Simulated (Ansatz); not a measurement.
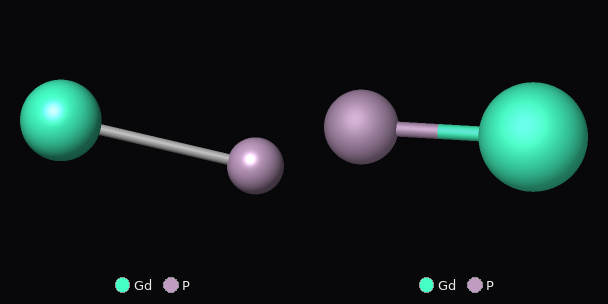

(Drawn from a calculation with Ansatz.)

Two views of one molecule.

Charge 0, octet. Geometry: a fixed input geometry, not necessarily a minimum. Other spin states may lie lower.

Describe the molecule.

It has 2 atoms: 1 gadolinium and 1 phosphorus (GdP). It is an open-shell species.
